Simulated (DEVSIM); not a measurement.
System: abrupt GaP n-p junction, at 300 K.

```
layer (left to right)  material  thickness (μm)  Nd (cm⁻³)  Na (cm⁻³)  τn (s)  τp (s)
---------------------  --------  --------------  ---------  ---------  ------  ------
1                           GaP            1.30     1.7e18          -  3.4e-7  3.4e-7
2                           GaP           0.350          -     2.1e17  3.4e-7  3.4e-7
```

Left contact: ohmic. Right contact: ohmic. Voltage is applied to the left contact. Recombination: SRH at mid-gap. Mobility is μmin + (μ − μmin)/(1 + (N/Nref)^α).

The device is made up for the run: typed textbook-type constants, with dimensions and the other settings drawn at random. Values at 300 K.

| parameter | GaP |
|---|---|
| gap (eV) | 2.26 |
| affinity (eV) | 3.8 |
| permittivity | 11.1 |
| Nc (cm⁻³) | 1.8e19 |
| Nv (cm⁻³) | 1.9e19 |
| μn (cm²/Vs) | 250 |
| μp (cm²/Vs) | 150 |
| μn,min | 10 |
| μp,min | 10 |
| Nref,n | 4.4e18 |
| Nref,p | 1e18 |
| αn | 0.8 |
| αp | 0.85 |

Model (solved in DEVSIM): 1D drift-diffusion, Boltzmann statistics, complete ionisation; no tunnelling, impact ionisation, image-force lowering or self-heating.

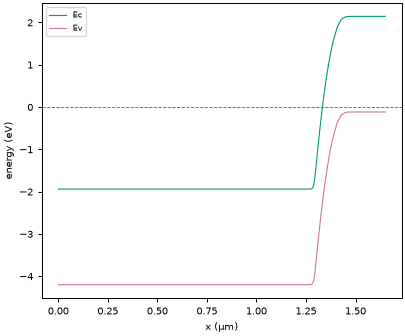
*Band edges at 2.0 V on the left contact*

Energies count from the Fermi level of the right contact; mesh points crowd at the junctions.

| x (μm) | Ec (eV) | Ev (eV) | n (cm⁻³) | p (cm⁻³) | field (V/cm) |
|---|---|---|---|---|---|
| 0.000 | -1.939 | -4.199 | 1.7e18 | < 1e2 | ≈ 0 |
| 0.01503 | -1.939 | -4.199 | 1.7e18 | < 1e2 | ≈ 0 |
| 0.04168 | -1.939 | -4.199 | 1.7e18 | < 1e2 | ≈ 0 |
| 0.08181 | -1.939 | -4.199 | 1.7e18 | < 1e2 | ≈ 0 |
| 0.1752 | -1.939 | -4.199 | 1.7e18 | < 1e2 | ≈ 0 |
| 0.2958 | -1.939 | -4.199 | 1.7e18 | < 1e2 | ≈ 0 |
| 0.5095 | -1.939 | -4.199 | 1.7e18 | < 1e2 | ≈ 0 |
| 0.8693 | -1.939 | -4.199 | 1.7e18 | < 1e2 | ≈ 0 |
| 1.040 | -1.939 | -4.199 | 1.7e18 | < 1e2 | ≈ 0 |
| 1.154 | -1.939 | -4.199 | 1.7e18 | < 1e2 | ≈ 0 |
| 1.218 | -1.939 | -4.199 | 1.7e18 | < 1e2 | ≈ 0 |
| 1.268 | -1.939 | -4.199 | 1.7e18 | < 1e2 | 750 |
| 1.290 | -1.828 | -4.088 | 2.3e16 | < 1e2 | 220000 |
| 1.304 | -1.241 | -3.501 | 3200000 | < 1e2 | 480000 |
| 1.329 | -0.178 | -2.438 | < 1e2 | < 1e2 | 400000 |
| 1.358 | 0.845 | -1.415 | < 1e2 | < 1e2 | 300000 |
| 1.408 | 1.890 | -0.370 | < 1e2 | 1.2e13 | 120000 |
| 1.475 | 2.143 | -0.117 | < 1e2 | 2.1e17 | 640 |
| 1.562 | 2.143 | -0.116 | < 1e2 | 2.1e17 | ≈ 0 |
| 1.602 | 2.143 | -0.116 | < 1e2 | 2.1e17 | ≈ 0 |
| 1.630 | 2.143 | -0.116 | < 1e2 | 2.1e17 | ≈ 0 |
| 1.650 | 2.143 | -0.116 | < 1e2 | 2.1e17 | ≈ 0 |
